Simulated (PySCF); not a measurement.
# Geometry relaxation of C2H5B (part 1 of 2)

System: C2H5B.
Method: RKS PBE0-D4/def2-TZVP, density fitting (PySCF 2.14.0).

The geometry is a transition state displaced along its imaginary mode. The reaction was set up to form B1–C5 and H2–C6 and to break B1–H2 (atoms counted from 1 in the order of the input); sticks are drawn by distance alone.

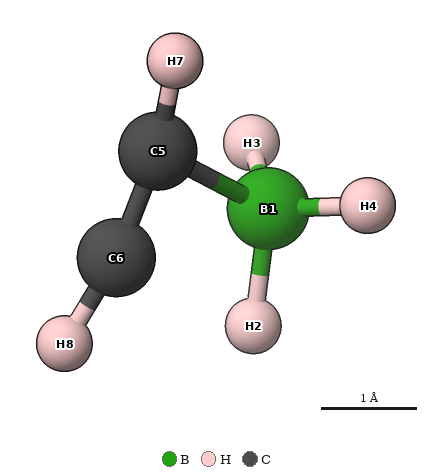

Figure 1. The structure as given in the input (ball-and-stick view, seen at a tilt; atoms are numbered from 1 in the order of the input).

### Input
```python
import json, numpy as np
from pyscf import gto, scf, dft, mp, cc
EV, BOHR = 27.211386245988, 0.529177210903
mol = gto.M(atom="""
B -0.419509 -0.476839 -0.525923
H -0.484307 -1.378973 0.366739
H -1.507353 -0.046102 -0.813430
H 0.371830 -0.942516 -1.368625
C 0.538210 0.960559 0.000574
C 0.384318 0.305662 1.041876
H 0.843452 1.673632 -0.735006
H 0.273359 -0.095324 2.033895
""", basis="def2-tzvp", charge=0, spin=0, max_memory=7225, verbose=0)
def mean_field(mol, dm=None):
    mf = dft.RKS(mol, xc="pbe0").density_fit()
    mf.conv_tol = 1e-9; mf.grids.level = 4
    mf.kernel(dm0=dm)
    if not mf.converged: mf = mf.newton().run(mf.mo_coeff, mf.mo_occ)
    assert mf.converged
    return mf
def d4(mol):
    from pyscf.dispersion.dftd4 import DFTD4Dispersion
    real = gto.M(atom=[(mol.atom_pure_symbol(i), mol.atom_coord(i)) for i in range(8)], unit='B', charge=mol.charge, spin=None, basis='def2-svp', verbose=0)
    r = DFTD4Dispersion(real, xc="pbe0", atm=True).get_dispersion(grad=True); return r["energy"], r["gradient"]
def energy_and_gradient(mol, dm=None):
    mf = mean_field(mol, dm); e, g = d4(mol)
    return mf, (mf.e_tot + e) * EV, (mf.nuc_grad_method().kernel()[:8] + g) * EV / BOHR
out = {}
# rational-function steps on a BFGS-updated Hessian; the first Hessian (eV/A^2) comes from GFN2-xTB
H = np.load("h0.npy"); x = mol.atom_coords(unit="A").ravel(); dm = old = None; trust = 0.2; steps = []
for it in range(90):
    mol.set_geom_(x.reshape(-1, 3), unit="A"); mf, e, g = energy_and_gradient(mol, dm); g = g.ravel(); dm = mf.make_rdm1()
    print(f"relax step {it + 1}: E = {e:.6f} eV, largest force component {abs(g).max():.4f} eV/A", flush=True); steps.append([e, x.reshape(-1, 3).tolist(), (-g).reshape(-1, 3).tolist()])
    if abs(g).max() < 0.008: out['converged'] = True; break
    if old is not None:
        s, z = x - old[0], g - old[1]
        if s @ z > 1e-8: H = H + np.outer(z, z) / (s @ z) - np.outer(H @ s, H @ s) / (s @ H @ s)
        trust = max(0.03, trust / 2) if e > old[2] + 1e-4 else min(0.35, trust * 1.3)
    w, V = np.linalg.eigh(H); w = np.maximum(abs(w), 0.08); f = V.T @ g; M = np.diag(np.append(w, 0.0)); M[-1, :-1] = M[:-1, -1] = f
    dx = V @ (-f / (w - np.linalg.eigvalsh(M)[0])); big = np.linalg.norm(dx.reshape(-1, 3), axis=1).max(); dx *= min(1, trust / big)
    old = (x, g, e); x = x + dx
out.update(energy=e, forces=steps[-1][2], positions=steps[-1][1], steps=steps)
out['s2'] = mf.spin_square()[0]; out['nelec'] = mol.nelec
print(f"Total energy {out['energy']:.6f} eV, <S^2> {out['s2']:.4f}")
json.dump(out, open("out.json", "w"), default=float)
```

Run on 4 threads of Arm Neoverse V1, 23 GiB of memory available, shared host.

Launched with:
```bash
OMP_NUM_THREADS=4 python run.py
```

### What the program printed
```
relax step 1: E = -2825.771172 eV, largest force component 1.0715 eV/A
relax step 2: E = -2825.856594 eV, largest force component 0.6077 eV/A
relax step 3: E = -2825.881078 eV, largest force component 0.4023 eV/A
relax step 4: E = -2825.929298 eV, largest force component 0.7803 eV/A
relax step 5: E = -2826.066991 eV, largest force component 3.6416 eV/A
relax step 6: E = -2821.710015 eV, largest force component 27.7595 eV/A
relax step 7: E = -2826.341518 eV, largest force component 2.5688 eV/A
relax step 8: E = -2826.412572 eV, largest force component 2.1440 eV/A
relax step 9: E = -2826.514790 eV, largest force component 2.3243 eV/A
relax step 10: E = -2826.141597 eV, largest force component 4.2471 eV/A
relax step 11: E = -2826.671752 eV, largest force component 1.3142 eV/A
relax step 12: E = -2826.700598 eV, largest force component 1.0073 eV/A
relax step 13: E = -2826.807128 eV, largest force component 1.3247 eV/A
relax step 14: E = -2826.715746 eV, largest force component 1.4956 eV/A
relax step 15: E = -2826.849084 eV, largest force component 1.3581 eV/A
relax step 16: E = -2826.701421 eV, largest force component 2.6426 eV/A
relax step 17: E = -2827.021901 eV, largest force component 0.6430 eV/A
relax step 18: E = -2827.054163 eV, largest force component 1.2272 eV/A
relax step 19: E = -2827.132829 eV, largest force component 0.9214 eV/A
relax step 20: E = -2827.263088 eV, largest force component 0.8207 eV/A
relax step 21: E = -2827.374312 eV, largest force component 0.9148 eV/A
relax step 22: E = -2827.315272 eV, largest force component 1.3900 eV/A
relax step 23: E = -2827.421851 eV, largest force component 1.5385 eV/A
relax step 24: E = -2827.282253 eV, largest force component 1.8664 eV/A
relax step 25: E = -2827.483680 eV, largest force component 0.8375 eV/A
relax step 26: E = -2827.479024 eV, largest force component 0.8441 eV/A
relax step 27: E = -2827.500616 eV, largest force component 0.8033 eV/A
relax step 28: E = -2827.504951 eV, largest force component 0.8575 eV/A
relax step 29: E = -2827.524692 eV, largest force component 0.1679 eV/A
relax step 30: E = -2827.535820 eV, largest force component 0.4433 eV/A
relax step 31: E = -2827.564422 eV, largest force component 1.1026 eV/A
relax step 32: E = -2827.598107 eV, largest force component 1.0833 eV/A
relax step 33: E = -2827.639943 eV, largest force component 1.2266 eV/A
relax step 34: E = -2827.638797 eV, largest force component 2.2780 eV/A
relax step 35: E = -2827.660529 eV, largest force component 0.8680 eV/A
relax step 36: E = -2827.690913 eV, largest force component 0.6334 eV/A
relax step 37: E = -2827.706190 eV, largest force component 0.9989 eV/A
relax step 38: E = -2827.712921 eV, largest force component 0.8163 eV/A
relax step 39: E = -2827.723923 eV, largest force component 0.3509 eV/A
relax step 40: E = -2827.731202 eV, largest force component 0.1964 eV/A
relax step 41: E = -2827.739425 eV, largest force component 0.2107 eV/A
relax step 42: E = -2827.743318 eV, largest force component 0.1793 eV/A
relax step 43: E = -2827.745648 eV, largest force component 0.1738 eV/A
relax step 44: E = -2827.748659 eV, largest force component 0.1647 eV/A
relax step 45: E = -2827.750290 eV, largest force component 0.1409 eV/A
relax step 46: E = -2827.751741 eV, largest force component 0.0951 eV/A
relax step 47: E = -2827.752365 eV, largest force component 0.0619 eV/A
relax step 48: E = -2827.752764 eV, largest force component 0.0435 eV/A
relax step 49: E = -2827.753092 eV, largest force component 0.0632 eV/A
relax step 50: E = -2827.753169 eV, largest force component 0.0222 eV/A
relax step 51: E = -2827.753196 eV, largest force component 0.0118 eV/A
relax step 52: E = -2827.753202 eV, largest force component 0.0030 eV/A
```

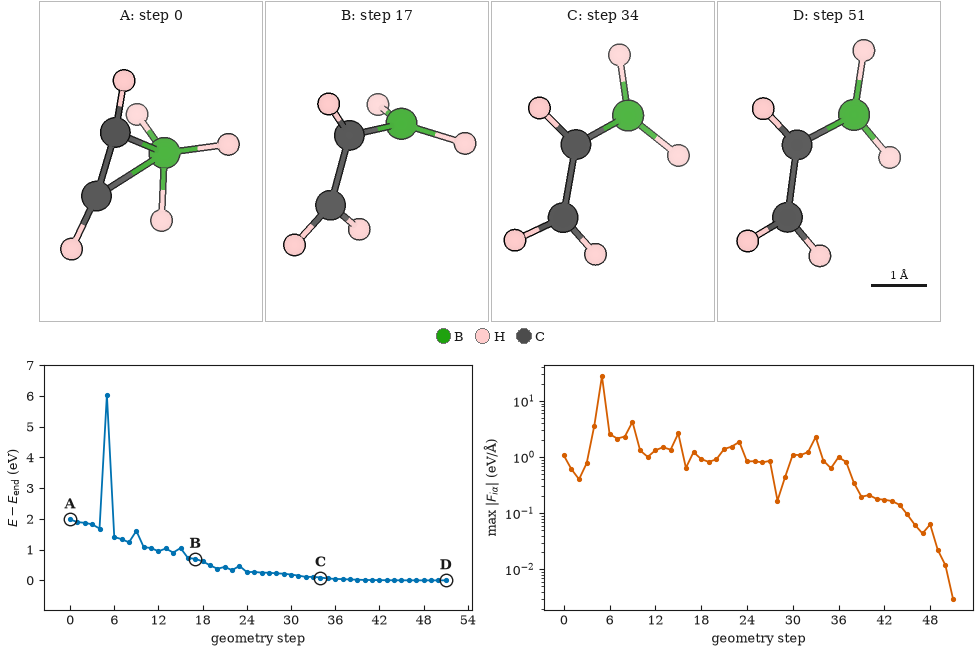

Figure 2. Frames of the relaxation (ball-and-stick view, seen at a tilt) above the curves, on which the letters mark them (the first geometry is step 0 here and step 1 in the log).

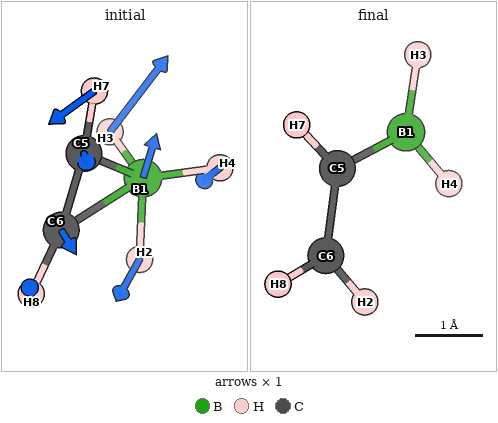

Figure 3. Before (left) and after (right) the relaxation, at one scale (ball-and-stick view, seen at a tilt). The blue arrows give the displacements, at true length. The energy falls by 1.982 eV in 51 geometry steps. The largest force component goes from 1.1 to 0.003 eV/Å. H3 moves most after the best rigid fit: 1.62 Å. By element the largest moves are H 1.62 Å, B 0.73 Å, C 0.60 Å. Distances before and after: B1–H2 1.271 → 2.699 Å, H2–C6 2.012 → 1.087 Å, B1–C6 1.928 → 2.497 Å, B1–C5 1.806 → 1.534 Å. New bonds form: H2–C6 (2.01 → 1.09 Å). Bonds break: B1–H2 (1.27 → 2.70 Å). Among the angles that change: C6–C5–H7 165.0° → 117.7°, C5–C6–H8 169.8° → 123.0°, B1–C5–C6 76.0° → 120.5°. (Atoms are counted from 1 in the order of the input.)

```
Total energy -2827.753202 eV, <S^2> 0.0000
```

### Trajectory as extended XYZ (Å, eV, eV/Å), 52 frames, from step=1 to step=52
```
8
Properties=species:S:1:pos:R:3:forces:R:3 step=1 energy=-2825.77117
B    -0.4195   -0.4768   -0.5259    0.7048  -0.7589   0.3642
H    -0.4843   -1.3790    0.3667   -0.0468   0.6874  -0.6026
H    -1.5074   -0.0461   -0.8134    0.1523  -0.0498   0.0037
H     0.3718   -0.9425   -1.3686   -0.5821   0.3904   0.5581
C     0.5382    0.9606    0.0006   -0.2581  -1.0470   0.8789
C     0.3843    0.3057    1.0419   -0.1085   0.4903  -1.0715
H     0.8435    1.6736   -0.7350   -0.0018   0.1113   0.1605
H     0.2734   -0.0953    2.0339    0.1401   0.1763  -0.2913
8
Properties=species:S:1:pos:R:3:forces:R:3 step=2 energy=-2825.85659
B    -0.3912   -0.4815   -0.5090   -0.1929   0.6077  -0.3022
H    -0.5014   -1.3087    0.3526   -0.0649  -0.2977   0.4006
H    -1.4757   -0.0609   -0.8284    0.0648  -0.0942   0.0263
H     0.3484   -0.9524   -1.3132    0.1761  -0.2162  -0.1914
C     0.5197    0.9133   -0.0321    0.0296   0.1354   0.0670
C     0.3554    0.2735    1.0060    0.0428   0.0279  -0.0957
H     0.8308    1.7085   -0.6861   -0.0772  -0.1804   0.1679
H     0.3139   -0.0918    2.0103    0.0218   0.0175  -0.0725
8
Properties=species:S:1:pos:R:3:forces:R:3 step=3 energy=-2825.88108
B    -0.3849   -0.4511   -0.5221    0.0065  -0.2898  -0.2603
H    -0.5562   -1.2424    0.4211    0.0835   0.2828  -0.0689
H    -1.4605   -0.0474   -0.8763   -0.0326  -0.0652   0.0459
H     0.3501   -1.0407   -1.2800   -0.1287  -0.0466   0.0972
C     0.5173    0.8892   -0.0587    0.1552   0.4023  -0.1705
C     0.3478    0.2590    0.9874   -0.0776  -0.1877   0.2833
H     0.8616    1.6954   -0.6803   -0.0365  -0.1152   0.1586
H     0.3245   -0.0619    2.0087    0.0302   0.0193  -0.0853
8
Properties=species:S:1:pos:R:3:forces:R:3 step=4 energy=-2825.92930
B    -0.3580   -0.4327   -0.5688    0.2619  -0.5246  -0.2622
H    -0.5228   -1.1539    0.4772    0.2188   0.5377  -0.1937
H    -1.4594   -0.1144   -0.9224   -0.0842  -0.0616   0.1076
H     0.3712   -1.1180   -1.2742   -0.2947   0.2100   0.2987
C     0.4681    0.9043   -0.0604    0.1844   0.4939  -0.7803
C     0.3246    0.2273    0.9669   -0.3112  -0.6130   0.6609
H     0.8170    1.7569   -0.6172   -0.0134  -0.1053   0.2675
H     0.3588   -0.0691    1.9986    0.0384   0.0628  -0.0984
8
Properties=species:S:1:pos:R:3:forces:R:3 step=5 energy=-2826.06699
B    -0.3020   -0.3505   -0.6496   -1.2724  -1.4596  -2.4223
H    -0.3694   -1.0361    0.4945    0.4403   0.7044   0.5283
H    -1.4906   -0.2136   -0.9312    0.4088  -0.3156   0.2221
H     0.3950   -1.1046   -1.3227   -0.3291   0.2002   0.2900
C     0.3582    0.8735   -0.0712    1.7525   3.6416  -0.7548
C     0.2551    0.0928    0.9250   -0.2876  -1.1696   1.6503
H     0.7561    1.8877   -0.4298   -0.7218  -1.9325   1.0396
H     0.3968   -0.1487    1.9843    0.0093   0.3311  -0.5533
8
Properties=species:S:1:pos:R:3:forces:R:3 step=6 energy=-2821.71002
B    -0.2486   -0.2429   -0.8010   -3.9747  -4.0395  -5.3929
H    -0.1594   -0.7807    0.6092  -11.3983 -26.9387  -8.3105
H    -1.5504   -0.3562   -0.9370    1.6659   0.1125  -0.0773
H     0.3781   -1.1429   -1.3715   -0.1800   0.6398   0.1383
C     0.2802    0.8390   -0.0875    3.2265   5.4338   2.0229
C     0.1235   -0.1035    0.8467   12.6110  27.7595  12.6023
H     0.7880    1.9448   -0.2343   -1.5991  -3.3586   1.0537
H     0.3876   -0.1571    1.9746   -0.3513   0.3911  -2.0364
8
Properties=species:S:1:pos:R:3:forces:R:3 step=7 energy=-2826.34152
B    -0.2756   -0.3137   -0.8149   -2.2280   0.1660  -0.9360
H    -0.2210   -0.9163    0.5401   -0.7699  -1.4876   0.0955
H    -1.5415   -0.3527   -0.9363    1.3108  -0.0560  -0.0436
H     0.3745   -1.1226   -1.3712    0.3928  -0.2575  -0.2793
C     0.3124    0.8866   -0.0617    1.5134   2.5688  -0.5885
C     0.1866    0.0411    0.9225    0.6941   0.6467   0.9672
H     0.7805    1.9304   -0.2524   -1.0905  -2.1421   0.7781
H     0.3831   -0.1524    1.9733    0.1773   0.5617   0.0066
8
Properties=species:S:1:pos:R:3:forces:R:3 step=8 energy=-2826.41257
B    -0.3333   -0.3273   -0.7776    0.6257  -0.1502  -1.0471
H    -0.3824   -0.8678    0.5965   -0.1685  -0.8103   0.4654
H    -1.4876   -0.2262   -0.9619   -0.6811  -0.1410  -0.0309
H     0.3183   -1.2131   -1.2977   -0.2675   0.2609   0.0395
C     0.4019    0.8582   -0.0861   -0.9128  -2.0856  -0.1900
C     0.2350    0.0402    0.9121    0.6902   0.9796   2.1440
H     0.7741    1.7613   -0.4045    1.0484   1.8400   0.0667
H     0.4731   -0.0248    2.0185   -0.3346   0.1066  -1.4475
8
Properties=species:S:1:pos:R:3:forces:R:3 step=9 energy=-2826.51479
B    -0.3613   -0.3250   -0.8496    1.9579  -1.0383  -0.6965
H    -0.4771   -0.7945    0.6579    0.4367  -0.2763   0.6244
H    -1.4826   -0.1943   -1.0528   -1.3320   0.0857  -0.1349
H     0.2838   -1.3068   -1.3008   -0.7332   0.8868   0.2838
C     0.4444    0.7744   -0.1234    1.1392   2.3243  -0.6461
C     0.2609    0.0760    0.9535   -1.4520  -1.1371   0.0022
H     0.9418    1.7612   -0.3028   -0.3829  -1.2744   0.2550
H     0.3892    0.0096    2.0173    0.3662   0.4293   0.3122
8
Properties=species:S:1:pos:R:3:forces:R:3 step=10 energy=-2826.14160
B    -0.3379   -0.3991   -0.9288   -3.3422   4.2471   2.0660
H    -0.1857   -0.9074    0.7176   -0.6540  -0.0806   0.3914
H    -1.6196   -0.4534   -0.9360    1.6441   0.2662  -0.1999
H     0.2440   -1.1347   -1.4096    2.5872  -3.6140  -1.9865
C     0.4351    0.7878   -0.1667   -0.0250   1.0783   0.4408
C     0.1614    0.1438    0.9606    0.6095  -0.9095  -1.0395
H     0.9935    1.7810   -0.2600   -1.2157  -1.5526  -0.0543
H     0.3083    0.1825    2.0223    0.3961   0.5653   0.3821
8
Properties=species:S:1:pos:R:3:forces:R:3 step=11 energy=-2826.67175
B    -0.3188   -0.3783   -0.8790   -1.1491   0.2445  -0.6380
H    -0.2667   -0.8781    0.7399   -0.3146   0.1131   0.3456
H    -1.5810   -0.4162   -0.9826    1.3142   0.2360   0.0258
H     0.2809   -1.2979   -1.3585    0.1536  -0.0097   0.1392
C     0.4144    0.8132   -0.1721   -0.0119   0.2670   0.0734
C     0.1688    0.1556    0.9430    0.5271  -0.5265   0.9680
H     0.9431    1.7654   -0.3302   -0.5540  -0.6064   0.0933
H     0.3585    0.2368    2.0389    0.0348   0.2820  -1.0072
8
Properties=species:S:1:pos:R:3:forces:R:3 step=12 energy=-2826.70060
B    -0.3190   -0.3417   -0.9086    0.8993   0.9845   0.1089
H    -0.3908   -0.8531    0.6679    0.0939  -0.5123   0.7907
H    -1.4695   -0.2308   -1.0529   -0.8382  -0.1340  -0.1447
H     0.3128   -1.2355   -1.3658    0.0763  -0.1902  -0.1328
C     0.4031    0.7963   -0.0831   -0.3671  -0.9816  -0.4886
C     0.2256    0.0517    0.9830   -0.6509  -0.1256  -1.0073
H     0.8386    1.7395   -0.2727    0.5200   0.7465   0.1447
H     0.3982    0.0743    2.0315    0.2668   0.2126   0.7290
8
Properties=species:S:1:pos:R:3:forces:R:3 step=13 energy=-2826.80713
B    -0.3069   -0.4059   -0.9157   -0.0487   0.0381  -0.6518
H    -0.3897   -0.8384    0.8407    0.5981   0.5760   0.3715
H    -1.4733   -0.3499   -1.0939   -0.4482  -0.1321  -0.0561
H     0.3110   -1.3575   -1.2825    0.1020  -0.0444  -0.0915
C     0.3666    0.7677   -0.2006    0.5148   0.4077   0.7828
C     0.2108    0.1496    0.9551   -0.6576  -0.9907   1.1585
H     0.8273    1.7333   -0.3466    0.0703  -0.0940  -0.1888
H     0.4532    0.3017    2.0428   -0.1307   0.2394  -1.3247
8
Properties=species:S:1:pos:R:3:forces:R:3 step=14 energy=-2826.71575
B    -0.2422   -0.3811   -1.0035    0.5315  -0.1246  -0.2357
H    -0.3908   -0.8734    0.7858   -0.3892   0.1784   0.6753
H    -1.4442   -0.4043   -1.2847    0.8475   0.1674   0.0766
H     0.4637   -1.3792   -1.2609   -0.6273   0.8255   0.0846
C     0.4133    0.7729   -0.1226   -0.3875   0.1152   0.7062
C     0.0008    0.1529    1.0028    1.3594   0.4017  -0.3714
H     0.9905    1.7497   -0.1963   -1.0313  -1.4956   0.0350
H     0.2081    0.3631    2.0786   -0.3030  -0.0680  -0.9706
8
Properties=species:S:1:pos:R:3:forces:R:3 step=15 energy=-2826.84908
B    -0.2311   -0.3912   -0.9705   -0.8660  -0.4901  -0.5920
H    -0.3351   -0.8333    0.8859   -0.1410   0.3118   0.2596
H    -1.4579   -0.4432   -1.2033    1.0192   0.1905   0.0903
H     0.4131   -1.3822   -1.2683   -0.0821   0.4745   0.0491
C     0.3752    0.7781   -0.1592   -0.3823  -0.8747   0.5835
C     0.1012    0.2003    1.0036   -0.2305  -1.2456  -1.3581
H     0.8758    1.6964   -0.3172    0.2692   0.7971  -0.1512
H     0.2580    0.3759    2.0282    0.4135   0.8364   1.1187
8
Properties=species:S:1:pos:R:3:forces:R:3 step=16 energy=-2826.70142
B    -0.2392   -0.4261   -0.9964    0.4974   1.4731   0.1738
H    -0.4707   -0.8365    0.8773    0.8393   0.2961   0.7891
H    -1.3441   -0.3155   -1.2521   -1.5909  -0.1914  -0.4287
H     0.3887   -1.3326   -1.3095    0.7035  -1.0138  -0.3799
C     0.3422    0.7182   -0.1321    0.7499  -0.4263  -0.6444
C     0.1897    0.0903    1.0044   -1.4674  -0.0662   2.6426
H     0.8243    1.6498   -0.2955    0.2974   0.6643  -0.0861
H     0.3081    0.4531    2.1031   -0.0293  -0.7359  -2.0664
8
Properties=species:S:1:pos:R:3:forces:R:3 step=17 energy=-2827.02190
B    -0.2299   -0.4045   -1.0242    0.0114   0.3963  -0.2055
H    -0.4268   -0.8345    0.9197    0.2293   0.1813   0.5784
H    -1.3944   -0.3691   -1.2962   -0.0287  -0.0224  -0.1025
H     0.4110   -1.3743   -1.2988    0.0729   0.0061  -0.1214
C     0.3771    0.7188   -0.1356   -0.1131   0.0287   0.0888
C     0.1045    0.1452    1.0261   -0.1093  -0.5263   0.4831
H     0.8280    1.6967   -0.2611    0.0921  -0.1841  -0.0779
H     0.3293    0.4223    2.0693   -0.1546   0.1205  -0.6430
8
Properties=species:S:1:pos:R:3:forces:R:3 step=18 energy=-2827.05416
B    -0.2089   -0.4185   -1.0366    0.1749  -0.3055  -0.4076
H    -0.4447   -0.8124    0.9833    0.1471   0.4520   0.4495
H    -1.3635   -0.3850   -1.3622    0.0875   0.0205  -0.1203
H     0.4455   -1.4188   -1.2543   -0.2234   0.3177  -0.0577
C     0.3869    0.6959   -0.1562   -0.2683  -0.3481   1.2272
C     0.0606    0.1873    1.0417   -0.0247  -0.5043  -0.2759
H     0.9018    1.6296   -0.2948    0.0637   0.1957  -0.1321
H     0.2212    0.5228    2.0784    0.0432   0.1720  -0.6832
8
Properties=species:S:1:pos:R:3:forces:R:3 step=19 energy=-2827.13283
B    -0.1523   -0.4135   -1.1135   -0.8657   0.1807   0.1367
H    -0.4349   -0.8220    1.1003   -0.0515   0.2519   0.2357
H    -1.3330   -0.4369   -1.5032    0.9214   0.2189   0.1071
H     0.4798   -1.4204   -1.3041    0.1385   0.2830  -0.1135
C     0.3305    0.6960   -0.1017    0.1896  -0.8538  -0.2155
C     0.0261    0.1790    1.0880   -0.1590  -0.3651  -0.3713
H     0.9016    1.6147   -0.2296   -0.3639  -0.0479  -0.0171
H     0.1808    0.6038    2.0630    0.1906   0.3323   0.2380
```
